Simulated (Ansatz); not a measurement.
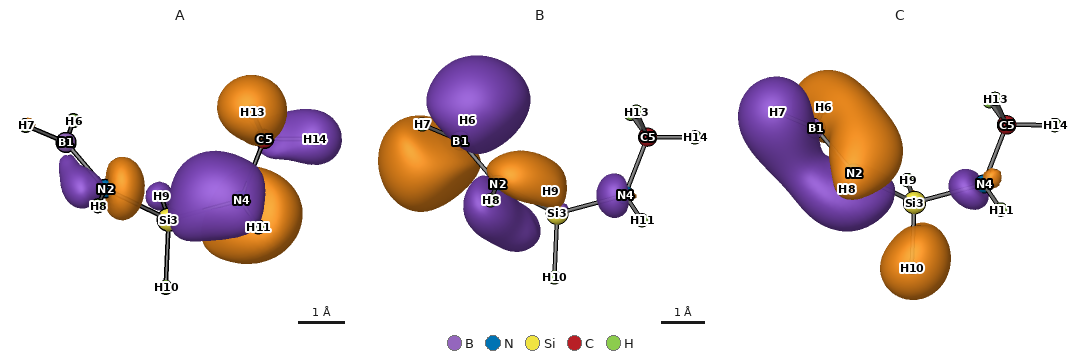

Figure. CH$_{9}$BN$_{2}$Si (SMILES BN[SiH2]NC). Three frontier orbitals at ±0.1 Å⁻³ᐟ² (orange and purple are the two phases), in no order.

Theory: RKS PBE/cc-pVDZ in Ansatz 0.2.0.

```yaml
atoms:
  - { symbol: B, position_ang: [-0.6194, 1.7101, 1.7006] }
  - { symbol: N, position_ang: [-1.1764, 0.7527, 0.8294] }
  - { symbol: Si, position_ang: [-0.6654, 0.3795, -0.8542] }
  - { symbol: N, position_ang: [0.1779, -1.1303, -1.1089] }
  - { symbol: C, position_ang: [1.4807, -1.4424, -0.5304] }
  - { symbol: H, position_ang: [0.2977, 2.4041, 1.3013] }
  - { symbol: H, position_ang: [-1.0612, 1.8280, 2.8295] }
  - { symbol: H, position_ang: [-1.9438, 0.1809, 1.2023] }
  - { symbol: H, position_ang: [0.2455, 1.5160, -1.2213] }
  - { symbol: H, position_ang: [-1.9101, 0.2745, -1.6980] }
  - { symbol: H, position_ang: [-0.4014, -1.9579, -1.2774] }
  - { symbol: H, position_ang: [2.0867, -0.5151, -0.4655] }
  - { symbol: H, position_ang: [1.4349, -1.8765, 0.4961] }
  - { symbol: H, position_ang: [2.0416, -2.1530, -1.1748] }
```

> Which picture is the HOMO−1, the HOMO and the LUMO?

C is the HOMO−1 (−6.98 eV). Its weight (Hirshfeld) is mainly on N2 (about 35 %), B1 (about 25 %), H7 (about 10 %), H6 (about 10 %) and H10 (about 5 %). A is the HOMO (−5.45 eV). Its weight (Hirshfeld) is mainly on N4 (about 60 %), C5 (about 10 %) and H13 (about 5 %). B is the LUMO (−0.75 eV). Its weight (Hirshfeld) is mainly on B1 (about 55 %), N2 (about 15 %), H7 (about 5 %), Si3 (about 5 %) and H6 (about 5 %).

> What is the HOMO–LUMO gap?

4.70 eV between the orbital energies.
